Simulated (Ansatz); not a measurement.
```cif
data_structure
_symmetry_space_group_name_H-M 'P 1'
_symmetry_Int_Tables_number 1
_cell_length_a 3.8158
_cell_length_b 3.8158
_cell_length_c 37.4354
_cell_angle_alpha 90.000
_cell_angle_beta 90.000
_cell_angle_gamma 120.000
_cell_volume 472.04
loop_
_atom_site_label
_atom_site_type_symbol
_atom_site_fract_x
_atom_site_fract_y
_atom_site_fract_z
_atom_site_occupancy
Mg1 Mg 0.00000 0.00000 0.24829 1
Mg2 Mg 0.66667 0.33333 0.58162 1
Mg3 Mg 0.33333 0.66667 0.91496 1
Mg4 Mg 0.33333 0.66667 0.16667 1
Mg5 Mg 0.00000 0.00000 0.50000 1
Mg6 Mg 0.66667 0.33333 0.83333 1
Mg7 Mg 0.66667 0.33333 0.08504 1
Mg8 Mg 0.33333 0.66667 0.41838 1
Mg9 Mg 0.00000 0.00000 0.75171 1
Cd1 Cd 0.00000 0.00000 0.00000 1
Cd2 Cd 0.66667 0.33333 0.33333 1
Cd3 Cd 0.33333 0.66667 0.66667 1
Se1 Se 0.33333 0.66667 0.28873 1
Se2 Se 0.00000 0.00000 0.62206 1
Se3 Se 0.66667 0.33333 0.95539 1
Se4 Se 0.66667 0.33333 0.20746 1
Se5 Se 0.33333 0.66667 0.54080 1
Se6 Se 0.00000 0.00000 0.87413 1
Se7 Se 0.00000 0.00000 0.12587 1
Se8 Se 0.66667 0.33333 0.45920 1
Se9 Se 0.33333 0.66667 0.79254 1
Se10 Se 0.33333 0.66667 0.04461 1
Se11 Se 0.00000 0.00000 0.37794 1
Se12 Se 0.66667 0.33333 0.71127 1
```

Space group R-3m; a structure generated by program, which may or may not match a known phase; changed on purpose from its base cell (volume × 0.91, shape and atoms relaxed); computed pressure about 7 GPa in this cell.

The calculation used Ansatz, DFT PBE, scalar-relativistic, plane waves, PAW.

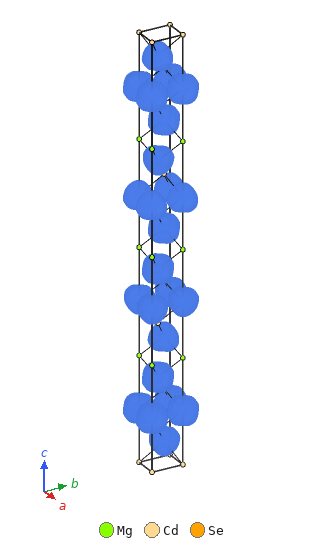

Mg$_{3}$CdSe$_{4}$. Isosurface of the electron localisation function at 0.65 (blue), seen slightly off an axis. Only the valence region is drawn (cores and ρ < 0.01 e/Å³ removed). Sticks mark near contacts.

Describe the localisation domains.

Answer. The surface consists of twelve regions wrapped around Se (the valence shell of each), counted in one cell of 24 atoms. Any copies at cell faces, edges or corners count once. Along the contacts the grid gives the following. Mg–Se (2.67 Å): the ELF is about 0.75 at the midpoint: a largely ionic contact. Cd–Se (2.76 Å): the ELF is about 0.30 at the midpoint and 0.15 at its lowest between the atoms.
